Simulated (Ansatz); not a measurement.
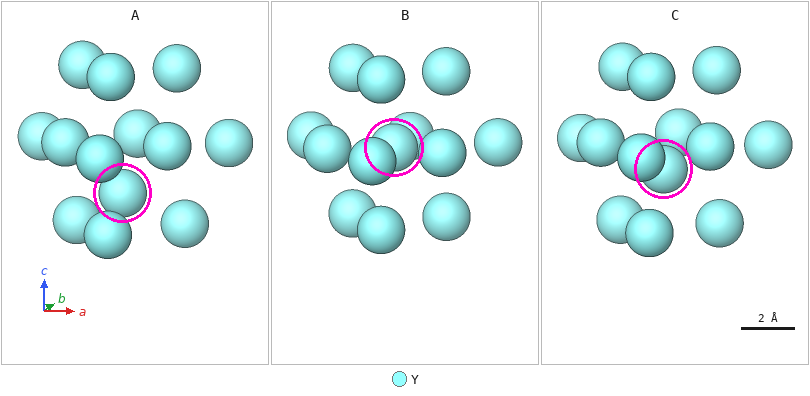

3 geometries from a converged minimum-energy path of Y with an interstitial Y (17 atoms in the cell), shuffled. The picture is a spheres-only view of the atoms within 4.4 Å of the middle of the path, seen slightly off an axis. The moving atom is ringed, with any periodic copies.

The calculation used DFT PBEsol, scalar-relativistic, plane waves, PAW (Ansatz 0.2.0). Set-up: plane-wave cutoff 420 eV; k-point mesh 3 × 3 × 2; Gaussian smearing 0.1 eV; 3 movable images; climbing image; force threshold 0.05 eV/Å; iteration limit 71; starting path by straight interpolation.

Q: One of them is the converged climbing image. Which?

A: B. In order along the path, whose images run from 0 to 4: A (image 0, 0.000 eV), C (image 1, +0.013 eV), B (image 2, +0.159 eV). A Y atom travels furthest, 2.89 Å from end to end, along +c, on a path that bends up to 0.10 Å away from the straight line. At the highest image its nearest neighbour (Y) is 2.71 Å away, against 2.79 Å at the start, and the surrounding atoms stand up to 0.34 Å off the mean of their end positions.

Limits of the set-up: the periodic images lie only 6.3 Å apart, so the values are limited by the cell's size.
